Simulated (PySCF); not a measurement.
C10H8, SMILES C#Cc1ccccc1C=C at its GFN2-xTB optimised geometry (Å):

```
18

C     -0.8393    -2.3649     0.0031
C     -0.2873    -1.2982     0.0031
C      0.4077    -0.0642     0.0013
C      1.8017    -0.0914     0.0007
C      2.5239     1.0851    -0.0013
C      1.8560     2.3008    -0.0025
C      0.4754     2.3358    -0.0018
C     -0.2809     1.1643     0.0000
C     -1.7383     1.1643     0.0000
C     -2.5322     2.2291     0.0000
H     -1.3323    -3.2910     0.0037
H      2.3071    -1.0465     0.0018
H      3.6035     1.0574    -0.0020
H      2.4169     3.2241    -0.0041
H     -0.0264     3.2910    -0.0028
H     -2.1837     0.1771     0.0001
H     -2.1621     3.2401     0.0005
H     -3.6035     2.1234     0.0003
```

Method: CAM-B3LYP/def2-SVP (PySCF).

Map of the HOMO−1 amplitude (bohr^(-3/2)) on the plane z = 0.8 Å; orbital energy -8.24 eV, overall sign arbitrary:

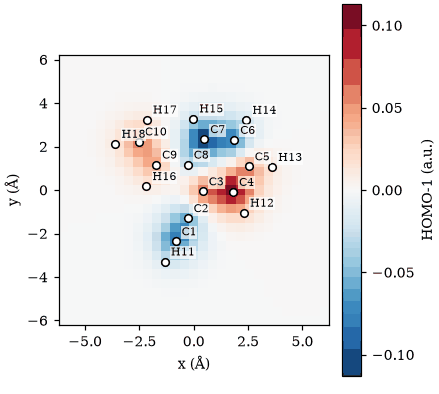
Figure: HOMO−1 amplitude (bohr^(-3/2)) on the plane z = 0.8 Å.
